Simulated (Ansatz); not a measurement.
## Electronic structure of H7NSSi2 in real space

| atom | x (Å) | y (Å) | z (Å) |
| --- | --- | --- | --- |
| N | -0.6072 | 1.7535 | -0.5959 |
| Si | -0.1566 | 0.0770 | -0.7274 |
| Si | 1.1383 | -0.5219 | 1.1466 |
| S | -1.9060 | -1.2486 | -0.7577 |
| H | -1.1218 | 2.0659 | 0.2319 |
| H | -0.9518 | 2.2345 | -1.4313 |
| H | 0.6136 | -0.0371 | -2.0165 |
| H | 1.3641 | -2.0122 | 1.1620 |
| H | 0.3927 | -0.1489 | 2.4021 |
| H | 2.4793 | 0.1653 | 1.1626 |
| H | -1.1793 | -2.3846 | -0.5557 |

Level of theory: RKS PBE/def2-SVP (Ansatz 0.2.0).

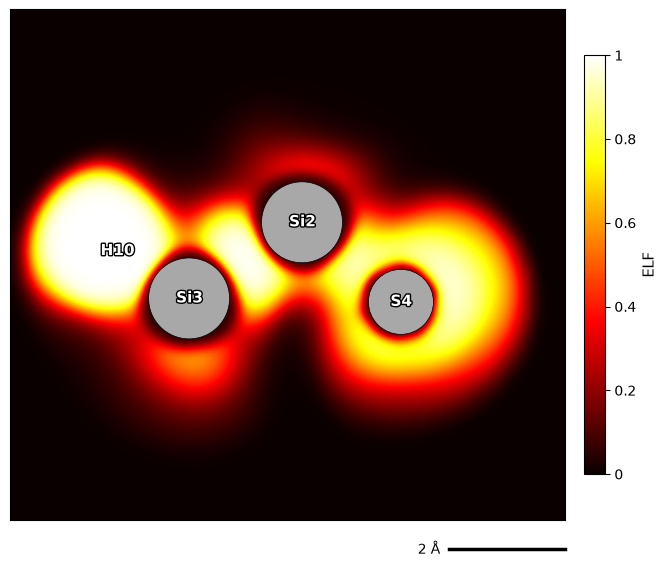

Figure 1. ELF on the plane of atoms Si3, Si2 and S4. Grey discs cover the atomic cores.

**Interpret the plot.**

Atoms in the plane: Si, S and H.
Si–S (2.20 Å): the ELF peaks at about 0.90 between the atoms; localised, covalent bonding.
Si–Si (2.36 Å): the ELF peaks at about 1 between the atoms, as expected for a shared electron pair.
Si–H (1.51 Å): the ELF climbs to about 1 towards the hydrogen, as it does in any bond to H.
The ELF also peaks beside S4, away from the bonds: lone-pair regions.

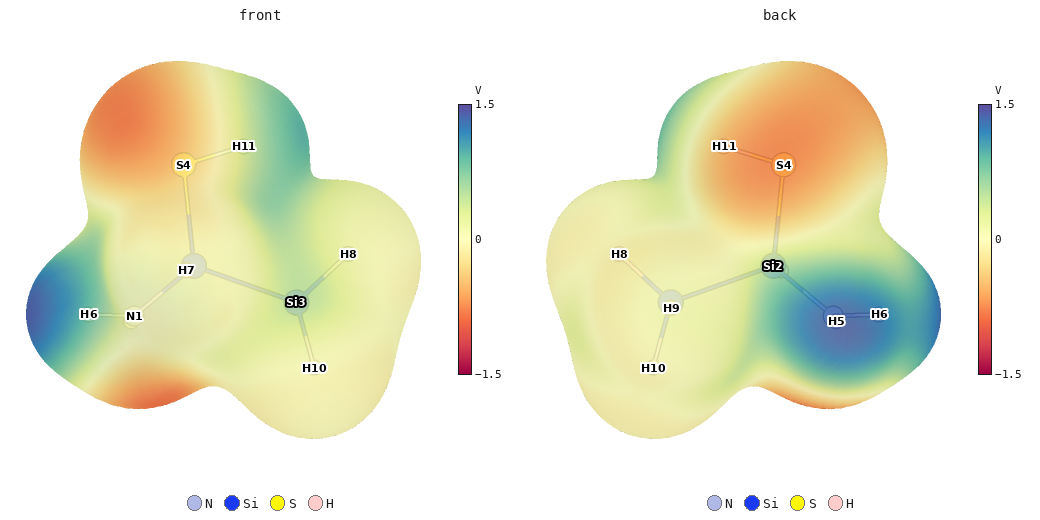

Figure 2. The electrostatic potential painted on the density surface at 0.001 e/bohr³, seen from the front and from behind; the colour scale runs from red (negative) to blue (positive).

**Where is the surface potential most negative and most positive?**

The most negative region (about −0.9 V) lies over N1 and S4, the most positive (about +1.4 V) over H5 and H6.

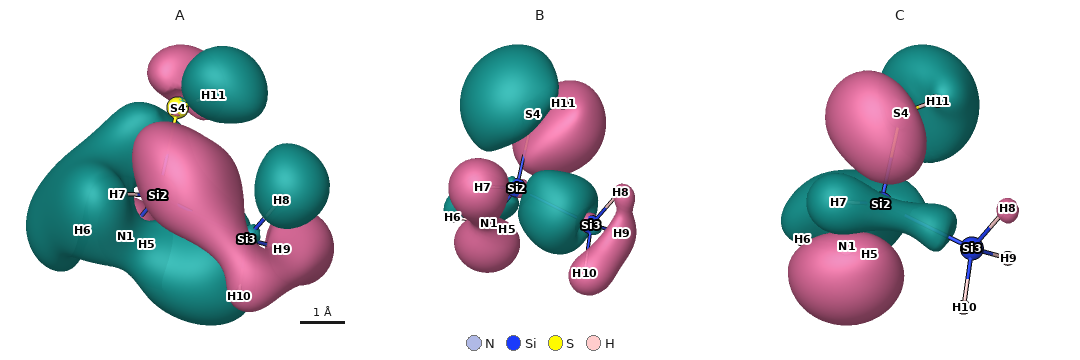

Figure 3. Three frontier orbitals at ±0.06 Å⁻³ᐟ² (teal and pink are the two phases), in no order.

**Which picture is the HOMO−1, the HOMO and the LUMO?**

C is the HOMO−1 (−6.13 eV). It lies mainly on N1 (about 50 %) and S4 (about 25 %); largely a combination of lone pairs on N1 and S4. B is the HOMO (−5.67 eV). By Hirshfeld shares it lies mainly on S4 (about 65 %), Si2 (about 10 %), N1 (about 10 %) and Si3 (about 10 %). A is the LUMO (−0.83 eV). By Hirshfeld shares it lies mainly on Si2 (about 30 %), Si3 (about 20 %), S4 (about 10 %) and N1 (about 10 %).

**What is the HOMO–LUMO gap?**

4.84 eV between the orbital energies.
